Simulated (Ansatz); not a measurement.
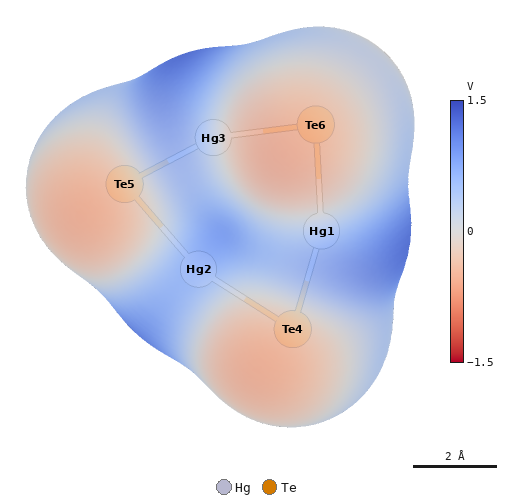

The picture shows: Hg₃Te₃. The molecular electrostatic potential painted on the density surface at 0.001 e/bohr³, seen at a tilt; the colour scale runs from red (negative) to blue (positive).

Geometry: B3LYP-D4/def2-SVP; core potentials replace the inner electrons of Hg and Te; not at a stationary point (largest force 0.8 eV/Å).

All numbers below come from RKS PBE0-D4/def2-TZVP in Ansatz 0.2.0.

Input

```
crystal:
  periodic: [false, false, false]
  atoms:
    - {symbol: Hg, position_ang: [0.813114, 1.825193, 0.064080]}
    - {symbol: Hg, position_ang: [-1.987948, -0.208257, -0.026445]}
    - {symbol: Hg, position_ang: [1.174868, -1.616813, -0.038207]}
    - {symbol: Te, position_ang: [-1.825909, 2.512668, 0.059271]}
    - {symbol: Te, position_ang: [-1.263564, -2.836354, -0.099664]}
    - {symbol: Te, position_ang: [3.089449, 0.323573, 0.040975]}
basis:
  gaussian: {orbitals: def2-TZVP, initial_orbitals: start.molden}
hamiltonian: {xc: pbe0, dispersion: d4}
scf: {omitted_lower_state_checks: [starts]}
output: {forces: true, orbitals: {seedname: orbitals}}
```

Run with:

```sh
ansatz run in.yaml --threads 4 --pin off --events-out ev --progress --plain --max-ram 4787MiB
```

### Which sites attract a positive test charge, and which a negative one?

A positive charge is drawn to the negative regions and a negative charge to the positive ones. The most negative region (about −0.6 V) lies over Te4, Te5 and Te6, the most positive (about +1.2 V) over Hg1, Hg2 and Hg3.
